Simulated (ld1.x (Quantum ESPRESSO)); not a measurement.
# Pseudopotential generation for molybdenum: PAW, revPBE

Task: generate the file, and judge it by its errors in other configurations, its logarithmic derivatives, its ghosts and its cutoff.

Method: ld1.x (Quantum ESPRESSO) 7.5, revPBE, scalar-relativistic.

### 1 The design

The settings as typed:

- element: molybdenum (Mo, Z = 42)
- type: PAW
- frozen core: [Kr]
- valence charge: 6
- reference configuration: 4d5 5s1 5p0
- partial waves: 5s (bound): rcut 2.50, rcutus 2.90 bohr; 5s channel at 0.2 Ry: rcut 2.50, rcutus 2.90 bohr; 5p (bound, empty): rcut 3.50, rcutus 4.80 bohr; 5p channel at 1.15 Ry: rcut 3.50, rcutus 4.80 bohr; 4d (bound): rcut 1.95, rcutus 2.45 bohr; 4d channel at 0.2 Ry: rcut 1.95, rcutus 2.45 bohr; 4f channel at 0.4 Ry: rcut 3.40, rcutus 3.90 bohr
- local potential: all-electron potential smoothed inside 2.85 bohr (lloc = -2)
- core correction: a·sin(br)/r model core inside 1.60 bohr
- augmentation charge: BESSEL, radius 1.95 bohr

### 2 Generation

Input file Mo.in:

```
 &input
   title='Mo', zed=42., rel=1, dft='REVPBE', iswitch=3,
   config='[Kr] 4d5 4f-2 5s1 5p0',
   nld=4, rlderiv=5.20, eminld=-2.0, emaxld=5.0, deld=0.02
 /
 &inputp
   pseudotype=3, lpaw=.true., tm=.true., lloc=-2, rcloc=2.85,
   nlcc=.true., rcore=1.60,
   which_augfun='BESSEL', rmatch_augfun=1.95,
   file_pseudopw='Mo.UPF', file_wfcaegen='ae.wfc', file_wfcncgen='nc.wfc', file_beta='beta', file_chi='chi', file_wfcusgen='us.wfc'
 /
7
5S  1  0   1.00   0.00  2.50  2.90  0.0
5S  1  0   0.00   0.20  2.50  2.90  0.0
5P  2  1   0.00   0.00  3.50  4.80  0.0
5P  2  1   0.00   1.15  3.50  4.80  0.0
4D  3  2   5.00   0.00  1.95  2.45  0.0
4D  3  2   0.00   0.20  1.95  2.45  0.0
4F  4  3  -2.00   0.40  3.40  3.90  0.0
 &test
   configts(1)='4d5 5s1 5p0'
 /
```

On the command line:

```console
$ ld1.x < Mo.in > Mo.out
```

What the program wrote to Mo.out (without the banner and most projector matrices):

```text
     Program LD1 v.7.5

     !!!!!!!!!!!!!!!!!!! WARNING !!!!!!!!!!!!!!!!!!!!!!!
     Message from routine ld1_readin:
     US requires at least two energies per channel 4F
     !!!!!!!!!!!!!!!!!!!!!!!!!!!!!!!!!!!!!!!!!!!!!!!!!!!
     --------------------------- All-electron run ----------------------------

     Mo
     scalar relativistic calculation

     atomic number is 42.00
     dft =REVPBE   lsd =0 sic =0 latt =0  beta=0.20 tr2=1.0E-14
     Exchange-correlation= REVPBE
                           (   1   4   4   4   0   0   0)
     mesh =1229 r(mesh) = 100.71859 a.u. xmin = -7.00 dx = 0.01250
     1 Ry =  13.60569312 eV, c = 137.03599908

     n l     nl                  e(Ry)          e(Ha)          e(eV)
     1 0     1S 1( 2.00)     -1457.0080      -728.5040    -19823.6031
     2 0     2S 1( 2.00)      -205.7771      -102.8885     -2799.7399
     2 1     2P 1( 6.00)      -183.9364       -91.9682     -2502.5818
     3 0     3S 1( 2.00)       -35.0279       -17.5139      -476.5788
     3 1     3P 1( 6.00)       -27.8709       -13.9354      -379.2024
     4 0     4S 1( 2.00)        -4.7253        -2.3626       -64.2905
     4 1     4P 1( 6.00)        -2.8252        -1.4126       -38.4385
     3 2     3D 1(10.00)       -16.2355        -8.1178      -220.8957
     4 2     4D 1( 5.00)        -0.2718        -0.1359        -3.6987
     5 0     5S 1( 1.00)        -0.2940        -0.1470        -4.0005
     5 1     5P 1( 0.00)        -0.0740        -0.0370        -1.0075

     final scf error:  8.4E-15 reached in  27 iterations

     Etot =   -8097.644106 Ry,   -4048.822053 Ha, -110174.060732 eV

     Ekin =    8349.414560 Ry,    4174.707280 Ha,  113599.572258 eV
     Encl =  -19515.039998 Ry,   -9757.519999 Ha, -265515.645502 eV
     Eh   =    3315.314407 Ry,    1657.657203 Ha,   45107.150426 eV
     Exc  =    -247.333075 Ry,    -123.666537 Ha,   -3365.137914 eV

     normalization and overlap integrals

     s(1S/1S) =  1.000000  <r> =   0.0352  <r2> =    0.0017  r(max) =   0.0229
     s(2S/2S) =  1.000000  <r> =   0.1537  <r2> =    0.0278  r(max) =   0.1303
     s(2P/2P) =  1.000000  <r> =   0.1340  <r2> =    0.0219  r(max) =   0.1041
     s(3S/3S) =  1.000000  <r> =   0.4288  <r2> =    0.2106  r(max) =   0.3819
     s(3P/3P) =  1.000000  <r> =   0.4305  <r2> =    0.2157  r(max) =   0.3771
     s(4S/4S) =  1.000000  <r> =   1.1081  <r2> =    1.3924  r(max) =   0.9874
     s(4P/4P) =  1.000000  <r> =   1.2382  <r2> =    1.7603  r(max) =   1.0777
     s(3D/3D) =  1.000000  <r> =   0.4152  <r2> =    0.2073  r(max) =   0.3246
     s(4D/4D) =  1.000000  <r> =   1.9968  <r2> =    5.0635  r(max) =   1.3838
     s(5S/5S) =  1.000000  <r> =   3.6101  <r2> =   15.0745  r(max) =   2.9663
     s(5P/5P) =  1.000000  <r> =   5.5681  <r2> =   36.9991  r(max) =   4.1572

     ------------------------ End of All-electron run ------------------------

     --------------------- Generating PAW atomic setup --------------------

      Generating local potential from pseudized AE potential:
      Matching radius rcloc =   2.8500
      Enforcing V''(0)=0 (lloc=-2)

      Local pseudo, rcloc= 2.822 Estimated cut-off energy=     4.07 Ry

      Computing core charge for nlcc:

       r > 1.61 : true rho core
       r < 1.61 : rho core = a sin(br)/r    a=   4.70  b=   1.64

      Integrated core pseudo-charge :   6.21
      Wfc-us  5S rcutus= 2.893  Estimated cut-off energy=     5.27 Ry
      Wfc-us  5S rcutus= 2.893  Estimated cut-off energy=     6.04 Ry
      Wfc-us  5P rcutus= 4.770  Estimated cut-off energy=     3.35 Ry
      Wfc-us  5P rcutus= 4.770  Estimated cut-off energy=     7.34 Ry
      Wfc-us  4D rcutus= 2.429  Estimated cut-off energy=    19.66 Ry
      Wfc-us  4D rcutus= 2.429  Estimated cut-off energy=    23.83 Ry
      Wfc-us  4F rcutus= 3.905  Estimated cut-off energy=     9.39 Ry

     Required augmentation: BESSEL   radius:    1.950000
     Suggested rho cutoff for augmentation:  40.09 Ry

     Estimated PAW energy = -256.635521 Ryd

     The PAW screened D coefficients
     0.32006     0.30960     0.00000     0.00000     0.00000     0.00000
     0.00000
     0.30960     0.30016     0.00000     0.00000     0.00000     0.00000
     0.00000
     0.00000     0.00000     0.09852     0.11938     0.00000     0.00000
     0.00000
     0.00000     0.00000     0.11938     0.15334     0.00000     0.00000
     0.00000
     0.00000     0.00000     0.00000     0.00000    -1.16652    -0.70759
     0.00000
     0.00000     0.00000     0.00000     0.00000    -0.70759    -0.43100
     0.00000
     0.00000     0.00000     0.00000     0.00000     0.00000     0.00000
    -0.00812

     The PAW descreened D coefficients (US)
     0.17598     0.16323     0.00000     0.00000     0.00000     0.00000
     0.00000
     0.16323     0.15174     0.00000     0.00000     0.00000     0.00000
     0.00000
     0.00000     0.00000    -0.07655    -0.07610     0.00000     0.00000
     0.00000
     0.00000     0.00000    -0.07610    -0.15357     0.00000     0.00000
     0.00000
     0.00000     0.00000     0.00000     0.00000    -0.45225    -0.22918
     0.00000
     0.00000     0.00000     0.00000     0.00000    -0.22918    -0.11029
     0.00000
     0.00000     0.00000     0.00000     0.00000     0.00000     0.00000
    -0.00276

     ------------------- End of pseudopotential generation -------------------

     [... the all-electron block is printed once more ...]


     Computing logarithmic derivative in   5.17376
     Computing logarithmic derivative in   5.17376
     Computing the partial wave expansion
     R is outside the sphere for l=    0 j= 0.00
     R is outside the sphere for l=    0 j= 0.00
     R is outside the sphere for l=    1 j= 0.00
     R is outside the sphere for l=    1 j= 0.00
     R is outside the sphere for l=    2 j= 0.00
     R is outside the sphere for l=    2 j= 0.00
     R is outside the sphere for l=    3 j= 0.00

     ---------------------- Testing the pseudopotential ----------------------

     Mo
     scalar relativistic calculation

     atomic number is 42.00   valence charge is  6.00
     dft = SLA  PW   REVX PBC   lsd =0 sic =0 latt =0  beta=0.20 tr2=1.0E-14
     mesh =1229 r(mesh) = 100.71859 xmin = -7.00 dx = 0.01250

     n l     nl             e AE (Ry)        e PS (Ry)    De AE-PS (Ry)
     3 2     4D   1( 5.00)       -0.27185       -0.27185        0.00000
     1 0     5S   1( 1.00)       -0.29403       -0.29404        0.00000
     2 1     5P   1( 0.00)       -0.07405       -0.07405        0.00000

     eps = 1.7E-15  iter =  3

     Etot =   -8097.644106 Ry,   -4048.822053 Ha, -110174.060732 eV
     Etotps =  -256.635523 Ry,    -128.317762 Ha,   -3491.704171 eV

     Ekin =      41.575146 Ry,      20.787573 Ha,     565.658684 eV
     Encl =     -65.720510 Ry,     -32.860255 Ha,    -894.173097 eV
     Ehrt =      14.842914 Ry,       7.421457 Ha,     201.948132 eV
     Ecxc =    -247.333073 Ry,    -123.666536 Ha,   -3365.137890 eV
     (Ecc =      -6.544897 Ry,      -3.272449 Ha,     -89.047864 eV)

     ---------------------- End of pseudopotential test ----------------------
```

Wall time 2.7 s (1 thread, shared host). (Generation and the later configuration tests together.)

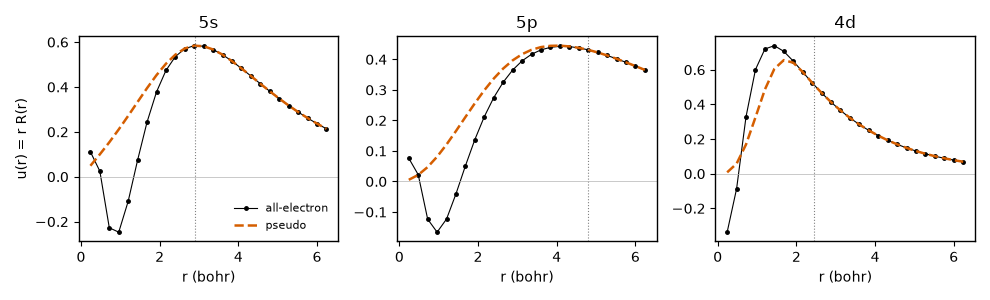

All-electron and pseudo partial waves (5s, 5p, 4d), with the matching radii dotted. The curves join 26 sampled radii, too few to resolve the innermost nodes.

### 3 Testing the new file in other configurations

Input file Mo.test.in:

```
 &input
   title='Mo', zed=42., rel=1, dft='REVPBE', iswitch=2,
   config='[Kr] 4d5 4f-2 5s1 5p0'
 /
 &test
   file_pseudo='Mo.UPF', nconf=8,
   configts(1)='4d5 5s1 5p0',
   configts(2)='4d5 5s0 5p0',
   configts(3)='4d4 5s0 5p0',
   configts(4)='4d3 5s0 5p0',
   configts(5)='4d6 5s0 5p0',
   configts(6)='4d5 5s0.5 5p0',
   configts(7)='4d5 5s0 5p1',
   configts(8)='4d4 5s1 5p0'
 /
```

On the command line:

```console
$ ld1.x < Mo.test.in > Mo.test.out
```

Mo.test.out, the pseudopotential blocks:

```text
     ---------------------- Testing the pseudopotential ----------------------

     Mo
     scalar relativistic calculation

     atomic number is 42.00   valence charge is  6.00
     dft =SLA  PW   REVX PBC   lsd =0 sic =0 latt =0  beta=0.20 tr2=1.0E-14
     mesh =1229 r(mesh) = 100.71859 xmin = -7.00 dx = 0.01250

     n l     nl             e AE (Ry)        e PS (Ry)    De AE-PS (Ry)
     3 2     4D   1( 5.00)       -0.27185       -0.27185        0.00000
     1 0     5S   1( 1.00)       -0.29403       -0.29404        0.00000
     2 1     5P   1( 0.00)       -0.07405       -0.07405        0.00000

     eps = 1.7E-15  iter =  3

     Etot =   -8097.644106 Ry,   -4048.822053 Ha, -110174.060732 eV
     Etotps =  -256.635523 Ry,    -128.317762 Ha,   -3491.704171 eV

     Ekin =      41.575146 Ry,      20.787573 Ha,     565.658684 eV
     Encl =     -65.720510 Ry,     -32.860255 Ha,    -894.173097 eV
     Ehrt =      14.842914 Ry,       7.421457 Ha,     201.948132 eV
     Ecxc =    -247.333073 Ry,    -123.666536 Ha,   -3365.137890 eV
     (Ecc =      -6.544897 Ry,      -3.272449 Ha,     -89.047864 eV)

     ---------------------- End of pseudopotential test ----------------------

     ---------------------- Testing the pseudopotential ----------------------

     Mo
     [...]
     n l     nl             e AE (Ry)        e PS (Ry)    De AE-PS (Ry)
     3 2     4D   1( 5.00)       -0.75892       -0.75818       -0.00074
     1 0     5S   1( 0.00)       -0.71191       -0.71244        0.00053
     2 1     5P   1( 0.00)       -0.42922       -0.42906       -0.00016

     eps = 5.5E-15  iter =  7

     Etot =   -8097.146313 Ry,   -4048.573156 Ha, -110167.287903 eV
     Etotps =  -256.137347 Ry,    -128.068673 Ha,   -3484.926134 eV
     dEtot_ae =       0.497794 Ry
     dEtot_ps =       0.498177 Ry,   Delta E=      -0.000383 Ry

     [...]
     ---------------------- End of pseudopotential test ----------------------

     ---------------------- Testing the pseudopotential ----------------------

     Mo
     [...]
     n l     nl             e AE (Ry)        e PS (Ry)    De AE-PS (Ry)
     3 2     4D   1( 4.00)       -1.52472       -1.53914        0.01441  !
     1 0     5S   1( 0.00)       -1.29002       -1.29398        0.00396
     2 1     5P   1( 0.00)       -0.92752       -0.93229        0.00477

     eps = 9.7E-16  iter =  7

     Etot =   -8096.016216 Ry,   -4048.008108 Ha, -110151.912157 eV
     Etotps =  -255.002140 Ry,    -127.501070 Ha,   -3469.480863 eV
     dEtot_ae =       1.627890 Ry
     dEtot_ps =       1.633383 Ry,   Delta E=      -0.005493 Ry

     [...]
     ---------------------- End of pseudopotential test ----------------------

     ---------------------- Testing the pseudopotential ----------------------

     Mo
     [...]
     n l     nl             e AE (Ry)        e PS (Ry)    De AE-PS (Ry)
     3 2     4D   1( 3.00)       -2.41336       -2.46601        0.05265  !
     1 0     5S   1( 0.00)       -1.95207       -1.97067        0.01860  !
     2 1     5P   1( 0.00)       -1.51570       -1.54041        0.02471  !

     eps = 5.5E-15  iter =  8

     Etot =   -8094.056163 Ry,   -4047.028082 Ha, -110125.244274 eV
     Etotps =  -253.010538 Ry,    -126.505269 Ha,   -3442.383738 eV
     dEtot_ae =       3.587943 Ry
     dEtot_ps =       3.624985 Ry,   Delta E=      -0.037042 Ry

     [...]
     ---------------------- End of pseudopotential test ----------------------

     ---------------------- Testing the pseudopotential ----------------------

     Mo
     [...]
     n l     nl             e AE (Ry)        e PS (Ry)    De AE-PS (Ry)
     3 2     4D   1( 6.00)       -0.16415       -0.16343       -0.00073
     1 0     5S   1( 0.00)       -0.24583       -0.24797        0.00214
     2 1     5P   1( 0.00)       -0.05337       -0.05415        0.00077

     eps = 3.5E-15  iter = 12

     Etot =   -8097.590468 Ry,   -4048.795234 Ha, -110173.330948 eV
     Etotps =  -256.580027 Ry,    -128.290014 Ha,   -3490.949115 eV
     dEtot_ae =       0.053638 Ry
     dEtot_ps =       0.055496 Ry,   Delta E=      -0.001858 Ry

     [...]
     ---------------------- End of pseudopotential test ----------------------

     ---------------------- Testing the pseudopotential ----------------------

     Mo
     [...]
     n l     nl             e AE (Ry)        e PS (Ry)    De AE-PS (Ry)
     3 2     4D   1( 5.00)       -0.50471       -0.50429       -0.00043
     1 0     5S   1( 0.50)       -0.49541       -0.49570        0.00029
     2 1     5P   1( 0.00)       -0.24201       -0.24197       -0.00004

     eps = 2.7E-15  iter =  9

     Etot =   -8097.447433 Ry,   -4048.723717 Ha, -110171.384854 eV
     Etotps =  -256.438735 Ry,    -128.219367 Ha,   -3489.026730 eV
     dEtot_ae =       0.196673 Ry
     dEtot_ps =       0.196788 Ry,   Delta E=      -0.000115 Ry

     [...]
     ---------------------- End of pseudopotential test ----------------------

     ---------------------- Testing the pseudopotential ----------------------

     Mo
     [...]
     n l     nl             e AE (Ry)        e PS (Ry)    De AE-PS (Ry)
     3 2     4D   1( 5.00)       -0.36666       -0.36559       -0.00106
     1 0     5S   1( 0.00)       -0.35957       -0.35984        0.00027
     2 1     5P   1( 1.00)       -0.12374       -0.12403        0.00029

     eps = 3.3E-15  iter = 12

     Etot =   -8097.415627 Ry,   -4048.707814 Ha, -110170.952113 eV
     Etotps =  -256.406989 Ry,    -128.203495 Ha,   -3488.594810 eV
     dEtot_ae =       0.228479 Ry
     dEtot_ps =       0.228534 Ry,   Delta E=      -0.000055 Ry

     [...]
     ---------------------- End of pseudopotential test ----------------------

     ---------------------- Testing the pseudopotential ----------------------

     Mo
     [...]
     n l     nl             e AE (Ry)        e PS (Ry)    De AE-PS (Ry)
     3 2     4D   1( 4.00)       -0.93412       -0.94289        0.00878  !
     1 0     5S   1( 1.00)       -0.79802       -0.79880        0.00078
     2 1     5P   1( 0.00)       -0.48691       -0.48886        0.00195

     eps = 6.3E-15  iter = 16

     Etot =   -8097.055597 Ry,   -4048.527799 Ha, -110166.053656 eV
     Etotps =  -256.043849 Ry,    -128.021925 Ha,   -3483.654039 eV
     dEtot_ae =       0.588509 Ry
     dEtot_ps =       0.591674 Ry,   Delta E=      -0.003165 Ry

     [...]
     ---------------------- End of pseudopotential test ----------------------
```

Energies count from the reference configuration 4d5 5s1 5p0; the error is all-electron less pseudo.

```csv
valence configuration,charge,ΔE all-electron (eV),error AE − PS (meV)
4d5 5s0 5p0,+1,6.773,-5.2
4d4 5s0 5p0,+2,22.149,-75
4d3 5s0 5p0,+3,48.816,-504
4d6 5s0 5p0,0,0.730,-25
4d5 5s0.5 5p0,+0.5,2.676,-1.6
4d5 5s0 5p1,0,3.109,-0.7
4d4 5s1 5p0,+1,8.007,-43
```

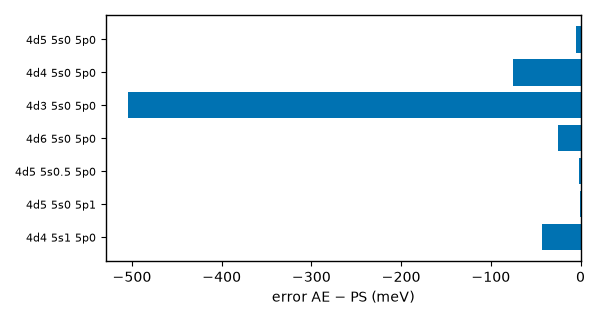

Error of the potential in each test configuration.

### 4 Scattering by logarithmic derivatives

Taken from the files of the generation run. The phase is arctan(r·u′/u) with u = r·R, unwrapped, with energies in Ry. A pole is an energy at which the radial function vanishes at the test radius. The pseudo phase is shifted by a multiple of π to meet the all-electron one at the reference energy. Levels narrower than the energy grid can be missing from the poles. The last column is the largest difference on the grid between −1 and +1 Ry.

| channel | radius (bohr) | reference (Ry) | poles AE | poles PS | window around the reference with phases within 0.05 rad (Ry) | largest difference near zero (rad) |
| --- | --- | --- | --- | --- | --- | --- |
| s | 5.17 | -0.29 | -0.15, 1.63, 4.45 | -0.15, 1.62, 3.47, 4.91 | below 2.5 | 0.001 |
| p | 5.17 | -0.07 | 0.26, 2.14 | 0.26, 2.02, 3.52 | below 2.3 | 0.005 |
| d | 5.17 | -0.27 | -0.25, 1.05, 3.17 | -0.25, 1.05, 3.19 | below 4.3 | 0.000 |
| f | 5.17 | 0.40 | 1.15, 2.60, 4.69 | 1.16, 2.98 | below 1.6 | 0.002 |

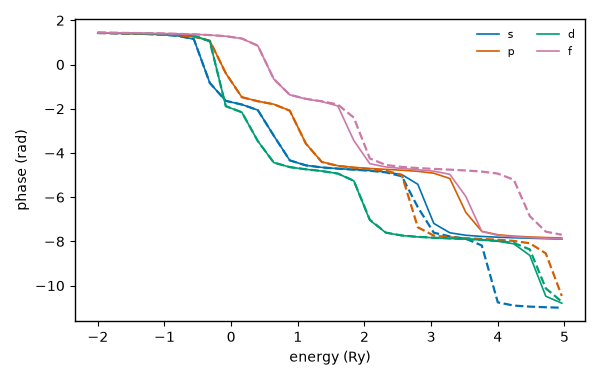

All-electron (solid) and pseudo (dashed) phases against energy.

### 5 Plane-wave convergence, by spherical Bessel functions

This step uses the generator's waves and projectors in a separate script. Basis: spherical Bessel functions vanishing at 20 bohr, q² up to the cutoff; potential fixed at the reference.

All-electron valence levels (Ry): 5s -0.2940, 5p -0.0741, 4d -0.2718. The lowest levels of each channel (Ry) by cutoff; the last column sums, over occupied levels, occupation times the distance from the level at 400 Ry. A positive value at high cutoff is not a bound level.

```tsv
cutoff (Ry)	s #1	p #1	d #1	f #1	Σ f·Δε (mRy)
8	-0.2940	-0.0740	-0.1531	0.1004	594.0
12	-0.2940	-0.0740	-0.2554	0.1004	82.3
18	-0.2940	-0.0740	-0.2715	0.1004	1.9
21	-0.2940	-0.0740	-0.2715	0.1004	1.7
30	-0.2940	-0.0740	-0.2718	0.1004	0.3
40	-0.2940	-0.0740	-0.2718	0.1004	0.1
400	-0.2940	-0.0740	-0.2719	0.1004	0.0
```

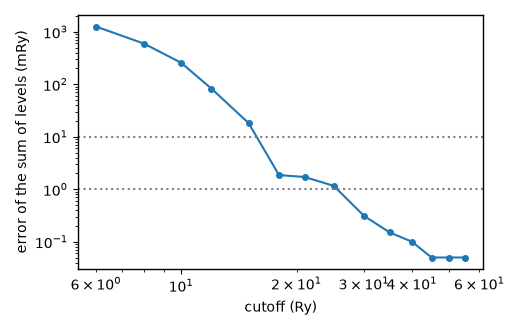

Occupation-weighted error of the valence levels against the cutoff; the dotted lines mark 10 and 1 mRy.

The sum stays within 10 mRy from 18 Ry and within 1 mRy from 30 Ry. The sum leaves out empty levels, which can need more. Ghost test: no level below the all-electron spectrum of its channel (s, p, d, f tested).

### 6 What came out

| quantity | value |
| --- | --- |
| cutoffs for 10 and 1 mRy, occupied levels | 18 Ry and 30 Ry |
| bound ghosts | none found |
| largest test error (AE − PS) | -504 meV, for 4d3 5s0 5p0 |
| largest phase difference near zero energy, channels read | 0.005 rad |
| lowest eigenvalue of the overlap (Bessel basis) | 0.427 (s) |

In words: The worst unpolarised test, 4d3 5s0 5p0, is off by 504 meV on 48.8 eV; by total energies transferability rates as poor. That test lies far up in energy; among those under 40 eV, nearer to bonding, the largest error is 75 meV. By its cutoff, 18 Ry for the looser tolerance, it is soft on the atom at that tolerance. The slowest occupied level is 4d: taken alone it needs 18 Ry to come within 1 mRy, against 6 Ry or less for 5s. The Bessel-basis test finds no level below the valence levels. Near zero energy the phases of the channels with partial waves agree within 0.005 rad. These are tests on the free atom; a crystal test is still owed.
